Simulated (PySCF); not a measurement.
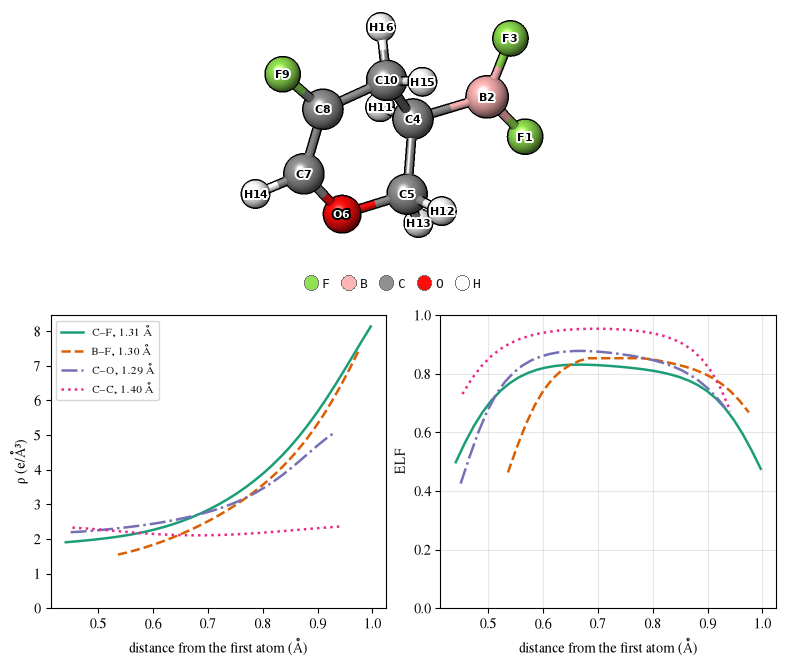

Figure. C₅H₆BF₃O (SMILES FB(F)[C@H]1CO[CH+][C](F)C1) (charge +1, doublet). Electron density and ELF along straight lines between neighbouring atoms. The curves leave out the atomic cores. The structure is drawn too.

Geometry: GFN2-xTB.

The calculation used UKS B3LYP, pcH-1 on B C F H O, non-relativistic, mean-field spin-orbit, GIAO (PySCF).

```xyz
16

F     2.7988   -1.4962    0.2048
B     2.2468   -0.3568   -0.0914
F     3.0052    0.6985   -0.1331
C     0.6673   -0.2508   -0.4021
C    -0.1601   -1.2724    0.3821
O    -1.5541   -1.1831    0.1228
C    -2.0876   -0.0619   -0.2131
C    -1.3649    1.1258   -0.3278
F    -2.0182    2.2340   -0.5611
C     0.0937    1.1639   -0.1813
H     0.5475   -0.4919   -1.4679
H    -0.0292   -1.1573    1.4683
H     0.1251   -2.3000    0.1326
H    -3.1634   -0.0878   -0.3712
H     0.3532    1.5544    0.8162
H     0.5324    1.8905   -0.8759
```

> What can be read from the curves?

C–F (1.31 Å): ρ at the midpoint is about 2.5 e/Å³; the ELF peaks at about 0.85 between the atoms, as expected for a shared but strongly polarised pair.
B–F (1.30 Å): ρ is about 2.1 e/Å³ halfway; the ELF peaks at about 0.85 between the atoms, as expected for a polar covalent bond.
C–O (1.29 Å): the density is about 2.6 e/Å³ at the midpoint; the ELF peaks at about 0.90 between the atoms: a polar covalent bond.
C–C (1.40 Å): the density is about 2.1 e/Å³ at the midpoint; the ELF peaks at about 0.95 between the atoms; localised, covalent bonding.
